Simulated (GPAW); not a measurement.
# Quasiparticle gap of CdSe (Cadmoselite) in GPAW

How does a plane-wave GW calculation on CdSe (Cadmoselite) run from the first input to the gap?

Method: LDA and many-body steps on it, plane waves, in GPAW 26.7.0.

The database entry behind the starting cell differs from later determinations by our own check (inner coordinate of an old entry), so it need not match the best structure at ambient conditions.

## (1) Set-up

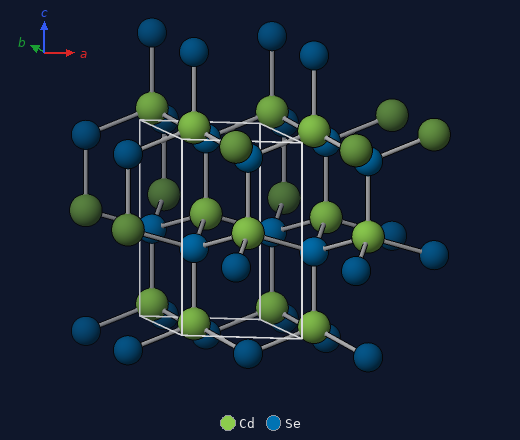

Start, viewed slightly off an axis; cadmium green, selenium blue. 2×2×1 cells are drawn. Some periodic images of atoms are drawn too.

The cell and positions come from the Crystallography Open Database and are kept as given unless a step says otherwise.

## (2) Ground state

This step: GPAW 26.7.0; DFT, LDA, plane waves, PAW.

The ground-state density comes first.

Contents of run.py:

```python
import json
import numpy as np
from gpaw.mpi import world
from ase import Atoms
from gpaw import GPAW, PW, FermiDirac

atoms = Atoms(['Cd', 'Cd', 'Se', 'Se'],
    cell=[[4.3000000000, 0.0000000000, 0.0000000000],
      [-2.1500000000, 3.7239092363, 0.0000000000],
      [0.0000000000, 0.0000000000, 7.0200000000]],
    scaled_positions=[[0.3333333333, 0.6666666667, 0.0000000000],
      [0.6666666667, 0.3333333333, 0.5000000000],
      [0.3333333333, 0.6666666667, 0.3850000000],
      [0.6666666667, 0.3333333333, 0.8850000000]],
    pbc=(True, True, True))
calc = GPAW(mode=PW(450),
    xc='LDA',
    kpts={'size': (6, 6, 4), 'gamma': True},
    occupations=FermiDirac(0.001),
    nbands=-8,
    convergence={'density': 1e-6, 'bands': -3},
    maxiter=100,
    txt='gs.txt')
atoms.calc = calc
res = {'energy': atoms.get_potential_energy()}
kpts = calc.get_ibz_k_points()
res['kpts'] = kpts
res['eigenvalues'] = [calc.get_eigenvalues(kpt=k) for k in range(len(kpts))]
res['n_electrons'] = calc.get_number_of_electrons()
calc.write('gs.gpw')

if world.rank == 0:
    with open('result.json', 'w') as f:
        json.dump(res, f, default=lambda x: x.tolist())
```

Started as:

```sh
$ mpirun -n 4 gpaw python run.py
```

Numbers of over 12 decimals in the logs are rounded to 6 here.

What it wrote:

```text
__  _  _
 | _ |_)|_||  |
 |__||  | ||/\| - 26.7.0

Input parameters:
  mode=PW(ecut=450.000000),
  convergence={'density': 1e-06, 'bands': -3},
  kpts=MonkhorstPack(size=(6, 6, 4), gamma=True),
  maxiter=100,
  nbands=-8,
  occupations=Occupations(name='fermi-dirac', width=0.001, fixmagmom=False),
  xc=XC(name='LDA')
  [... matrices ...]
Diagonalizing LCAO Hamiltonian
Converting LCAO to pw mode

            Se

        Se  Cd

        Cd

Atoms  # Å, Bohr magnetons
|   | symbol |         x |        y |        z |    initial magnetic moments |
| 0 |     Cd | -0.000000 | 2.482606 | 0.000000 | ( 0.0000,  0.0000,  0.0000) |
| 1 |     Cd |  2.150000 | 1.241303 | 3.510000 | ( 0.0000,  0.0000,  0.0000) |
| 2 |     Se | -0.000000 | 2.482606 | 2.702700 | ( 0.0000,  0.0000,  0.0000) |
| 3 |     Se |  2.150000 | 1.241303 | 6.212700 | ( 0.0000,  0.0000,  0.0000) |

Unit cell  # Å
| periodic |         x |        y |        z |  lengths |     angles |
|      yes |  4.300000 | 0.000000 | 0.000000 | 4.300000 |  90.000000 |
|      yes | -2.150000 | 3.723909 | 0.000000 | 4.300000 |  90.000000 |
|      yes |  0.000000 | 0.000000 | 7.020000 | 7.020000 | 120.000000 |

Number of symmetries: 6
Symmetry operations  # r_c * U_cc + t_c -> r_c
|   | kind |            matrix            |
| 0 |  σ   |  1, 1, 0,  0,-1, 0,  0, 0, 1 |
| 1 |  E   |  1, 0, 0,  0, 1, 0,  0, 0, 1 |
| 2 |  C3  |  0, 1, 0, -1,-1, 0,  0, 0, 1 |
| 3 |  σ   |  0,-1, 0, -1, 0, 0,  0, 0, 1 |
| 4 |  σ   | -1, 0, 0,  1, 1, 0,  0, 0, 1 |
| 5 |  C3  | -1,-1, 0,  1, 0, 0,  0, 0, 1 |

BZ-sampling:
  Number of BZ points: 144
  Number of IBZ points: 24

  Monkhorst-Pack size: [6, 6, 4]
  Monkhorst-Pack shift: [0.083333, 0.083333, 0.125]

K-points  # in reciprocal-cell coordinates
|     |                                coordinates |     weight |
|   0 | (  0.00000000,   0.00000000,   0.00000000) | 0.00694444 |
|   1 | (  0.00000000,   0.00000000,   0.25000000) | 0.01388889 |
|   2 | (  0.00000000,   0.00000000,   0.50000000) | 0.00694444 |
|   3 | (  0.16666667,   0.00000000,  -0.25000000) | 0.04166667 |
|   4 | (  0.16666667,   0.00000000,   0.00000000) | 0.04166667 |
|   5 | (  0.16666667,   0.00000000,   0.25000000) | 0.04166667 |
|   6 | (  0.16666667,   0.00000000,   0.50000000) | 0.04166667 |
|   7 | (  0.33333333,  -0.16666667,   0.00000000) | 0.04166667 |
|   8 | (  0.33333333,  -0.16666667,   0.25000000) | 0.08333333 |
|   9 | (  0.33333333,  -0.16666667,   0.50000000) | 0.04166667 |
| ... |                                            |            |
|  23 | (  0.50000000,   0.50000000,   0.50000000) | 0.02083333 |

Plane wave coefficients: 2472
Cutoff: 450.000000 eV

Spin-components: 1 (collinear spins)
Bands:           26
Projectors:      22
Spin-degeneracy: 2
Datatype:        complex128

  Storage: CPU
  Wave functions: 24_271_104 bytes (6_067_776 per core)
  Projectors: 22_404_096 bytes (5_601_024 per core)
  [... matrices ...]
Parallelization:
  kpt:    4
  domain: 1
  band:   1

Density:
  Valence electrons: 36.0
  Components: 1
  Grid points: [24 24 35]
  Charge: 0.0  # |e|

Potential:
  Grid points: [24 24 35]

species:
  Cd:
    name:    Cadmium
    Z:       48.0
    valence: 12
    core:    36
    charge:  0.0  # [|e|]
    compensation charges:
      type: gauss
      rc: 0.38  # [Å]
      lmax: 2
    cutoffs:
      filter: 2.12  # [Å]
      core: 2.62  # [Å]
    projectors
    | kind |    occ | energy [eV] | rcut [Å] |
    |   5s |  2.000 |      -5.950 |    1.191 |
    |   5p |  0.000 |      -1.328 |    1.228 |
    |   4d | 10.000 |     -11.904 |    1.164 |
    |    s |        |      21.261 |    1.191 |
    |    p |        |      25.883 |    1.228 |
    |    d |        |      15.307 |    1.164 |

    Using partial waves for Cd as LCAO basis

  Se:
    name:    Selenium
    Z:       34.0
    valence: 6
    core:    28
    charge:  0.0  # [|e|]
    compensation charges:
      type: gauss
      rc: 0.27  # [Å]
      lmax: 2
    cutoffs:
      filter: 1.77  # [Å]
      core: 2.67  # [Å]
    projectors
    | kind |    occ | energy [eV] | rcut [Å] |
    |   4s |  2.000 |     -17.472 |    0.847 |
    |   4p |  4.000 |      -6.656 |    1.005 |
    |    s |        |       9.739 |    0.847 |
    |    p |        |      20.555 |    1.005 |
    |    d |        |       0.000 |    0.847 |

    Using partial waves for Se as LCAO basis

Reference energy: -436106.280585  # eV

eigensolver:
  PPCG
  Converge bands: -3
  niter=2

density mixing:
  MSR1-Mixer
  Pratt-step length: 0.05
  Maximum mixing coefficient: 0.75
  Old densities: 10
  SVD Regularization: 0.005
  Good broyden scale: 1.0
  Trust region scale: 1.0
  Backstep threshold: 4.0
  History deletion threshold: 6.0
  Fourier metric: weight=20.0, sigma=0.015

occupation numbers:
  Fermi-Dirac:
    width: 0.0010  # eV

poisson solver:
  ecut: 3600.000000  # eV

xc functional:
  name: None

Initialization done in: 2.220 s

convergence criteria:
- Maximum integral of absolute [dens]ity change: 1e-06 electrons / valence electron
- Maximum [total energy] change in last 3 cyles: 0.0005 eV / valence electron
- Maximum integral of absolute [eigenst]ate change: 4e-08 eV^2 / valence electron
maximum number of iterations: 100

SCF iterations
|iter     |     time |      energy | eigst |  dens |
|iter:   1|  |  -14.513777 | +0.49 |       |
|iter:   2|  |  -14.367933 | -1.08 | -1.20 |
|iter:   3|  |  -13.830321 | -1.24 | -1.25 |
|iter:   4|  |  -13.817585 | -3.18 | -1.79 |
|iter:   5|  |  -13.815067c| -3.56 | -2.26 |
|iter:   6|  |  -13.815039c| -5.03 | -2.92 |
|iter:   7|  |  -13.815040c| -6.30 | -3.59 |
|iter:   8|  |  -13.815041c| -7.10 | -4.59 |
|iter:   9|  |  -13.815041c| -7.50c| -5.05 |
|iter:  10|  |  -13.815041c| -7.85c| -5.37 |
|iter:  11|  |  -13.815041c| -8.33c| -6.05c|

Converged in 11 steps
SCF loop duration: 6.085 s (0.553 s/step)
Energy contributions relative to reference atoms: (reference = -436106.280585)
  [... matrices ...]
Energy contributions:
  Kinetic:          31.777834
  Coulomb:         -28.858040
  Zero:              0.109965
  External:          0.000000
  Xc:              -16.844799
  Entropy:          -0.000000
  Spinorbit:         0.000000
  ----------------------------
  Free energy:     -13.815041
  Extrapolated:    -13.815041

dipole moment: (0.000005, 0.000011, -18.458398)  # |e|*Ang

Fermi level: 3.352
Eigenvalues  # (at kpt = [0.000, 0.000, 0.000])
| band index |      eig [eV] | occ [0-2] |
|          0 |        -9.360 |     2.000 |
|        ... |               |           |
|         10 |        -4.143 |     2.000 |
|         11 |        -3.867 |     2.000 |
|         12 |        -1.020 |     2.000 |
|         13 |         2.581 |     2.000 |
|         14 |         2.581 |     2.000 |
|         15 |         3.301 |     2.000 |
|         16 |         3.318 |     2.000 |
|         17 |         3.318 |     2.000 |
|         18 |         3.741 |     0.000 |
|         19 |         5.208 |     0.000 |
|         20 |         9.040 |     0.000 |
|         21 |         9.040 |     0.000 |
|         22 |         9.290 |     0.000 |
|         23 |        10.177 |     0.000 |
|         24 |        10.177 |     0.000 |
|         25 |        10.778 |     0.000 |

Gap: 0.423 eV
Transition (v -> c):
  (s=0, k=0, n=17, [0.00, 0.00, 0.00]) -> (s=0, k=0, n=18, [0.00, 0.00, 0.00])
No difference between direct/indirect transitions
# Writing to gs.gpw (mode='')
  [... matrices ...]
```

Run time: 11 s. Hardware: 4 MPI ranks of AMD EPYC 7R43, shared host; peak memory 0.76 GiB.

This step gave:

```
total energy               : -13.82 eV
gap                        : 0.4228 eV
k of the valence top       : 0, 0, 0
k of the conduction bottom : 0, 0, 0
least direct gap           : 0.4228 eV
```

The gap is direct, at Γ.

## (3) Bands along the symmetry lines

Levels along a band path, at the cheap level, show where the edges lie and whether the meshes to come will hold them.

Contents of run.py:

```python
import json
import numpy as np
from gpaw.mpi import world
from gpaw import GPAW

path = [[0.000000, 0.000000, 0.000000],
    [0.062500, 0.000000, 0.000000],
    [0.125000, 0.000000, 0.000000],
    [0.187500, 0.000000, 0.000000],
    [0.250000, 0.000000, 0.000000],
    [0.312500, 0.000000, 0.000000],
    [0.375000, 0.000000, 0.000000],
    [0.437500, 0.000000, 0.000000],
    [0.500000, 0.000000, 0.000000],
    [0.479167, 0.041667, 0.000000],
    [0.458333, 0.083333, 0.000000],
    [0.437500, 0.125000, 0.000000],
    [0.416667, 0.166667, 0.000000],
    [0.395833, 0.208333, 0.000000],
    [0.375000, 0.250000, 0.000000],
    [0.354167, 0.291667, 0.000000],
    [0.333333, 0.333333, 0.000000],
    [0.291667, 0.291667, 0.000000],
    [0.250000, 0.250000, 0.000000],
    [0.208333, 0.208333, 0.000000],
    [0.166667, 0.166667, 0.000000],
    [0.125000, 0.125000, 0.000000],
    [0.083333, 0.083333, 0.000000],
    [0.041667, 0.041667, 0.000000],
    [0.000000, 0.000000, 0.000000],
    [0.000000, 0.000000, 0.062500],
    [0.000000, 0.000000, 0.125000],
    [0.000000, 0.000000, 0.187500],
    [0.000000, 0.000000, 0.250000],
    [0.000000, 0.000000, 0.312500],
    [0.000000, 0.000000, 0.375000],
    [0.000000, 0.000000, 0.437500],
    [0.000000, 0.000000, 0.500000],
    [0.062500, 0.000000, 0.500000],
    [0.125000, 0.000000, 0.500000],
    [0.187500, 0.000000, 0.500000],
    [0.250000, 0.000000, 0.500000],
    [0.312500, 0.000000, 0.500000],
    [0.375000, 0.000000, 0.500000],
    [0.437500, 0.000000, 0.500000],
    [0.500000, 0.000000, 0.500000],
    [0.479167, 0.041667, 0.500000],
    [0.458333, 0.083333, 0.500000],
    [0.437500, 0.125000, 0.500000],
    [0.416667, 0.166667, 0.500000],
    [0.395833, 0.208333, 0.500000],
    [0.375000, 0.250000, 0.500000],
    [0.354167, 0.291667, 0.500000],
    [0.333333, 0.333333, 0.500000],
    [0.291667, 0.291667, 0.500000],
    [0.250000, 0.250000, 0.500000],
    [0.208333, 0.208333, 0.500000],
    [0.166667, 0.166667, 0.500000],
    [0.125000, 0.125000, 0.500000],
    [0.083333, 0.083333, 0.500000],
    [0.041667, 0.041667, 0.500000],
    [0.000000, 0.000000, 0.500000],
    [0.500000, 0.000000, 0.500000],
    [0.500000, 0.000000, 0.437500],
    [0.500000, 0.000000, 0.375000],
    [0.500000, 0.000000, 0.312500],
    [0.500000, 0.000000, 0.250000],
    [0.500000, 0.000000, 0.187500],
    [0.500000, 0.000000, 0.125000],
    [0.500000, 0.000000, 0.062500],
    [0.500000, 0.000000, 0.000000],
    [0.333333, 0.333333, 0.500000],
    [0.333333, 0.333333, 0.437500],
    [0.333333, 0.333333, 0.375000],
    [0.333333, 0.333333, 0.312500],
    [0.333333, 0.333333, 0.250000],
    [0.333333, 0.333333, 0.187500],
    [0.333333, 0.333333, 0.125000],
    [0.333333, 0.333333, 0.062500],
    [0.333333, 0.333333, 0.000000]]
calc = GPAW('gs.gpw').fixed_density(kpts=path,
    symmetry='off',
    nbands=28,
    convergence={'bands': 24},
    txt='bands.txt')
res = {}
kpts = calc.get_ibz_k_points()
res['kpts'] = kpts
res['eigenvalues'] = [calc.get_eigenvalues(kpt=k) for k in range(len(kpts))]
res['n_electrons'] = calc.get_number_of_electrons()

if world.rank == 0:
    with open('result.json', 'w') as f:
        json.dump(res, f, default=lambda x: x.tolist())
```

Started as:

```sh
$ mpirun -n 4 gpaw python run.py
```

What it wrote:

```text
Diagonalizing LCAO Hamiltonian
Converting LCAO to pw mode
convergence criteria:
- Maximum integral of absolute [eigenst]ate change: 4e-08 eV^2 / valence electron
maximum number of iterations: 100

SCF iterations
|iter     |     time |      energy | eigst |  dens |
|iter:   1|  |             | +0.56 |       |
|iter:   2|  |             | -0.99 |       |
|iter:   3|  |             | -2.32 |       |
[...]
|iter:   7|  |             | -6.52 |       |
|iter:   8|  |             | -7.39 |       |
|iter:   9|  |             | -7.89c|       |
SCF steps: 9
  __  _  _
 | _ |_)|_||  |
 |__||  | ||/\| - 26.7.0

Input parameters:
  mode=PW(ecut=450.000000),
  convergence={'bands': 24},
  gpts=array([24, 24, 35]),
  kpts=KPoints(kpts=array([[0.      , 0.      , 0.      ],
         [0.0625  , 0.      , 0.      ],
         [0.125   , 0.      , 0.      ],
         [0.1875  , 0.      , 0.      ],
[...]
[0.479167, 0.041667, 0.      ],
         [0.458333, 0.083333, 0.      ],
[...]
[0.416667, 0.166667, 0.      ],
[...]
[0.5     , 0.      , 0.0625  ],
         [0.5     , 0.      , 0.      ],
[...]
[0.333333, 0.333333, 0.125   ],
         [0.333333, 0.333333, 0.0625  ],
         [0.333333, 0.333333, 0.      ]])),
  maxiter=100,
  nbands=28,
  occupations=Occupations(name='fermi-dirac', width=0.001, fixmagmom=False),
  parallel={},
  symmetry=Symmetry(point_group=False, time_reversal=False),
  xc=XC(name='LDA')
```

The job ended after 21 s (4 MPI ranks; peak memory 0.89 GiB).

This step gave:

| Quantity | Value |
| --- | --- |
| gap | 0.4228 eV |
| k of the valence top | 0, 0, 0 |
| k of the conduction bottom | 0, 0, 0 |
| least direct gap | 0.4228 eV |

The gap is 0.423 eV, as in the run before at this level.

The electronic bands at the labelled points (eV, zero at the top of the highest filled band):

| point | band 15 | band 16 | band 17 | band 18 | band 19 | band 20 | band 21 | band 22 |
| --- | --- | --- | --- | --- | --- | --- | --- | --- |
| Γ | -0.74 | -0.02 | 0.00 | 0.00 | 0.42 | 1.89 | 5.72 | 5.72 |
| M | -2.63 | -1.90 | -1.28 | -0.86 | 3.03 | 3.12 | 4.64 | 5.96 |
| K | -3.15 | -1.83 | -1.83 | -1.83 | 4.20 | 4.64 | 4.64 | 6.87 |
| Γ | -0.74 | -0.02 | 0.00 | 0.00 | 0.42 | 1.89 | 5.72 | 5.72 |
| A | -0.38 | -0.38 | -0.38 | -0.38 | 2.11 | 2.11 | 5.62 | 5.62 |
| L | -1.42 | -1.42 | -1.33 | -1.33 | 2.78 | 2.78 | 4.63 | 4.63 |
| H | -2.55 | -2.55 | -1.08 | -1.08 | 3.61 | 3.61 | 5.73 | 5.73 |
| A | -0.38 | -0.38 | -0.38 | -0.38 | 2.11 | 2.11 | 5.62 | 5.62 |
| jump to L | -1.42 | -1.42 | -1.33 | -1.33 | 2.78 | 2.78 | 4.63 | 4.63 |
| M | -2.63 | -1.90 | -1.28 | -0.86 | 3.03 | 3.12 | 4.64 | 5.96 |
| jump to H | -2.55 | -2.55 | -1.08 | -1.08 | 3.61 | 3.61 | 5.73 | 5.73 |
| K | -3.15 | -1.83 | -1.83 | -1.83 | 4.20 | 4.64 | 4.64 | 6.87 |

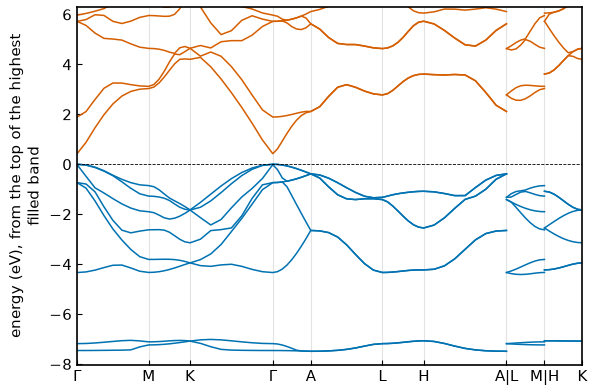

Electronic bands along the path; lines of filled and empty bands in two colours.

## (4) Empty states on the mesh, 3×3×2 mesh, 1018 bands

The sums over transitions need many empty states on a uniform mesh; this step solves for them.

Contents of run.py:

```python
import json
import numpy as np
from gpaw.mpi import world
from gpaw import GPAW

calc = GPAW('gs.gpw').fixed_density(kpts={'size': (3, 3, 2), 'gamma': True},
    parallel={'domain': 1, 'band': 1},
    txt='nscf.txt')
calc.diagonalize_full_hamiltonian(nbands=1018)
calc.write('full.gpw', mode='all')
res = {}
kpts = calc.get_ibz_k_points()
res['kpts'] = kpts
res['eigenvalues'] = [calc.get_eigenvalues(kpt=k) for k in range(len(kpts))]
res['n_electrons'] = calc.get_number_of_electrons()

if world.rank == 0:
    with open('result.json', 'w') as f:
        json.dump(res, f, default=lambda x: x.tolist())
```

Started as:

```sh
$ mpirun -n 4 gpaw python run.py
```

What it wrote:

```text
Diagonalizing LCAO Hamiltonian
Converting LCAO to pw mode
convergence criteria:
- Maximum integral of absolute [eigenst]ate change: 4e-08 eV^2 / valence electron
maximum number of iterations: 100

SCF iterations
|iter     |     time |      energy | eigst |  dens |
|iter:   1|  |             | +0.48 |       |
|iter:   2|  |             | -1.13 |       |
|iter:   3|  |             | -2.13 |       |
[...]
|iter:   8|  |             | -6.30 |       |
|iter:   9|  |             | -7.21 |       |
|iter:  10|  |             | -7.82c|       |
SCF steps: 10
  __  _  _
 | _ |_)|_||  |
 |__||  | ||/\| - 26.7.0

Input parameters:
  mode=PW(ecut=450.000000),
  convergence={'density': 1e-06, 'bands': -3},
  gpts=array([24, 24, 35]),
  kpts=MonkhorstPack(size=(3, 3, 2), gamma=True),
  maxiter=100,
  nbands=26,
  occupations=Occupations(name='fermi-dirac', width=0.001, fixmagmom=False),
  parallel={'domain': 1, 'band': 1},
  xc=XC(name='LDA')
Matrix size: 2431x2431
# Writing to full.gpw (mode='all')
  [... matrices ...]

timing:  # [seconds]
  Total: 24.821  # ━━━━━━━━━━━━━━━━━━━━━━━━━━━━━━━━━━━━━━━━━━━━━━━━━━━━━━━━━━
```

It took 31 s on 4 MPI ranks; peak memory 2.4 GiB.

This step gave:

```
gap                                                           : 0.4228 eV
k of the valence top                                          : 0, 0, 0
k of the conduction bottom                                    : 0, 0, 0
least direct gap                                              : 0.4228 eV
k points computed                                             : 6
lowest point of the top converged band, above the valence top : 238.5141 eV
```

On this mesh the gap is 0.423 eV.

(Continued in part 2 of 2.)

[Paths, hosts, dates, memory and timing lines, banners, echoed tables and standing remarks are left out of the program output.]

[Logs are printed without paths, hosts, clocks, repeated set-up lines and the standing remarks that a program may print on its own settings, such as how far it seeks lower states.]

[Runs of the session that timed out or met a known fault of the program may be left out.]

[Hosts, paths, dates, database ids (printed as entryN), source tags and the programs' standing remarks are cut or masked in the printed files.]
